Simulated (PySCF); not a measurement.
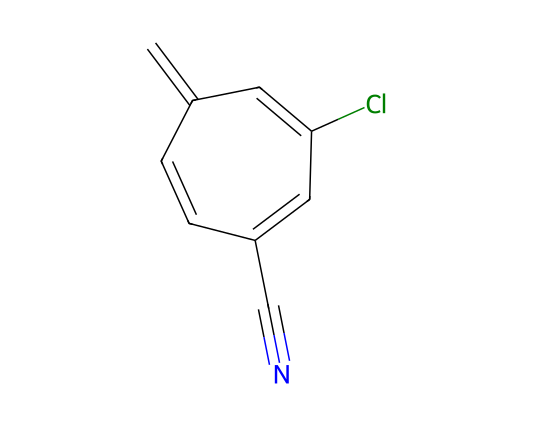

> Transcribe the drawing into SMILES.

C=C1C=CC(C#N)=CC(Cl)=C1

> What is the molecular formula?

C9H6ClN.

More results for the same structure follow; atom numbers are the same in all pictures, views and colours differ. Computed geometry: PBE0-D3(BJ)/def2-SVP optimisation. No frequency run is at hand to confirm it as a minimum.

Geometry

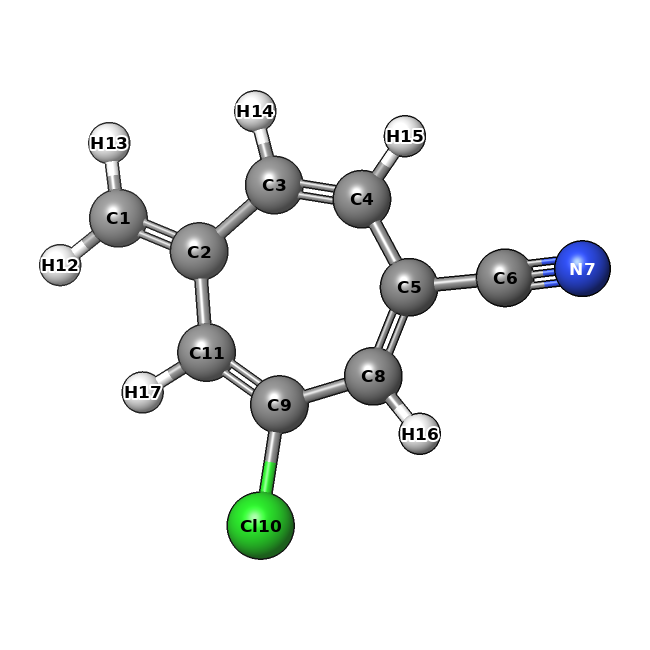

The atoms are numbered. No frequency run is at hand to confirm it as a minimum.

Give the bond lengths. Leave out bonds to hydrogen.

```tsv
bond	length (Å)	order
C1–C2	1.355	double
C2–C3	1.463	single
C2–C11	1.459	single
C3–C4	1.349	double
C4–C5	1.457	single
C5–C6	1.435	single
C5–C8	1.362	double
C6–N7	1.160	triple
C8–C9	1.445	single
C9–Cl10	1.745	single
C9–C11	1.355	double
```

Electronic properties

No frequency run is at hand to confirm it as a minimum. Level of theory: PBE0/pcSseg-1 in acetone (IEF-PCM) (PySCF 2.14.0).

> What is the HOMO–LUMO gap?

3.30 eV.

> Estimate the HOMO energy (Kohn–Sham orbital).

−6.18 eV.

> Give the dipole moment at this level.

5.62 D.

Ring current

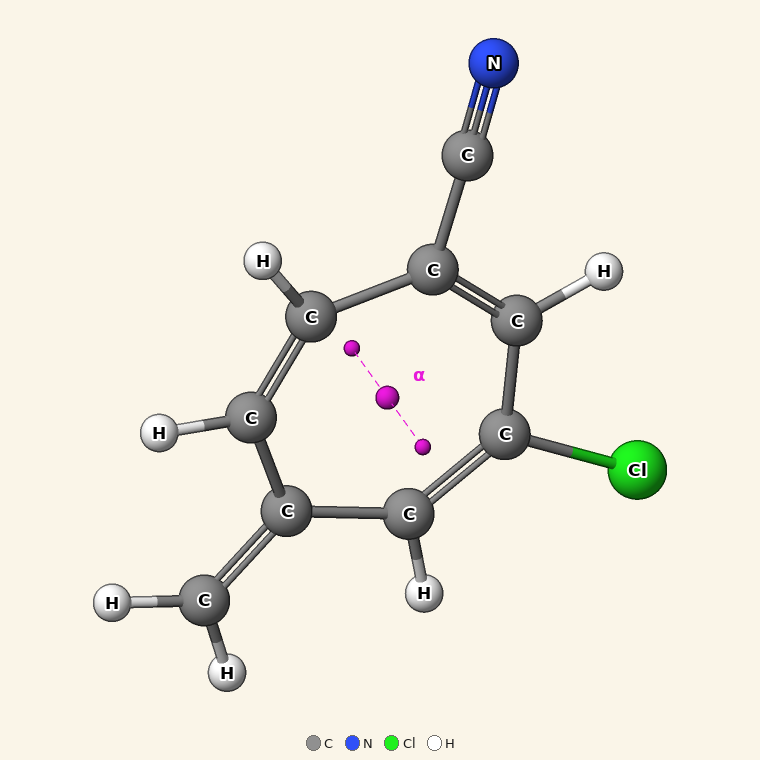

The small points mark where nucleus-independent chemical shifts (NICS) were computed: at the centre of each lettered ring and 1 Å above and below it. No frequency run is at hand to confirm it as a minimum. Method: GIAO PBE0/pcSseg-1 NMR shielding, non-relativistic, IEF-PCM methanol (PySCF 2.14.0).

Give NICS(0), NICS(1) and the out-of-plane component NICS(1)zz for each ring (means of the two sides).

```tsv
ring	members	NICS(0)	NICS(1)	NICS(1)zz
α	C7	10.5	5.5	22.5
```

Values in ppm.

> What do the values say about the ring currents?

Ring α: paratropic, as in an antiaromatic ring. NICS is one index among several.

Charges

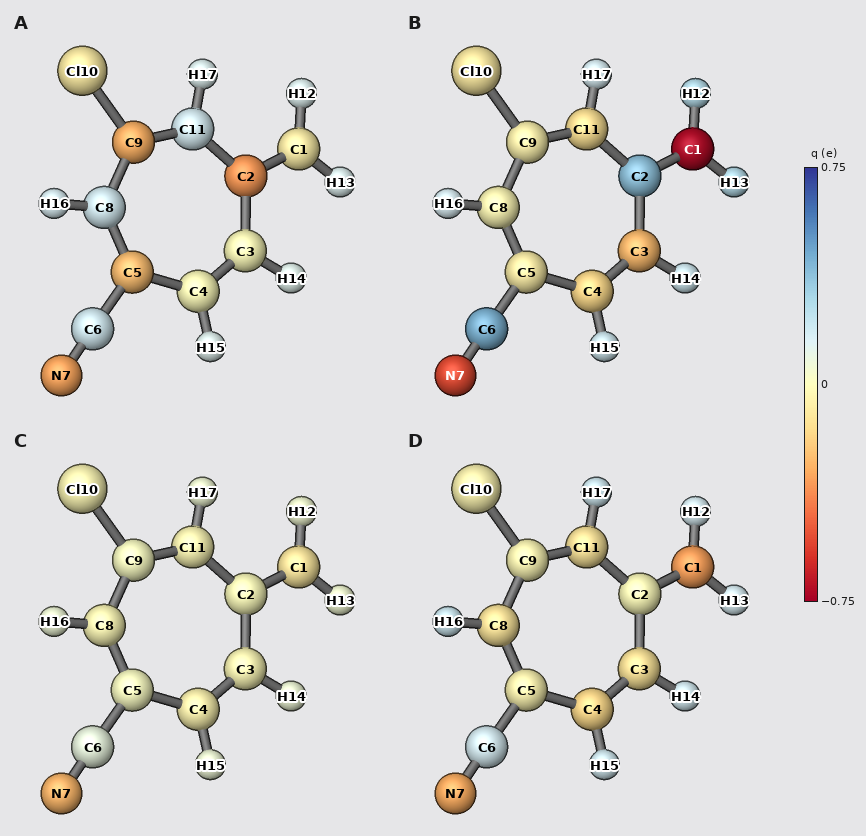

Atomic charges of one calculation by 4 schemes, on one colour scale. No frequency run is at hand to confirm it as a minimum. Computed with PBE0/pcSseg-1 in acetone (IEF-PCM) (PySCF 2.14.0).

> The schemes are ESP-fitted, Hirshfeld, IAO, Mulliken. Which panel shows which?

A Mulliken, B ESP-fitted, C Hirshfeld, D IAO.

List the charges (e), one line for each set of equivalent atoms.

```
atom  Mulliken  ESP-fitted  Hirshfeld    IAO
  C1     −0.07       −0.71      −0.10  −0.32
  C2     −0.34        0.37      −0.01  −0.01
  C3     −0.01       −0.25      −0.02  −0.11
  C4     −0.01       −0.16      −0.04  −0.16
  C5     −0.24       −0.07       0.02  −0.04
  C6      0.18        0.42       0.09   0.17
  N7     −0.31       −0.53      −0.27  −0.30
  C8      0.17       −0.03      −0.02  −0.11
  C9     −0.28       −0.05       0.02  −0.02
Cl10     −0.08       −0.08      −0.03  −0.04
 C11      0.17       −0.13      −0.02  −0.11
 H12      0.14        0.26       0.06   0.16
 H13      0.14        0.26       0.06   0.16
 H14      0.13        0.19       0.07   0.18
 H15      0.13        0.19       0.06   0.18
 H16      0.15        0.16       0.07   0.20
 H17      0.14        0.16       0.06   0.18
```

Mulliken values depend strongly on the basis set and can even reverse the polarity of a bond.
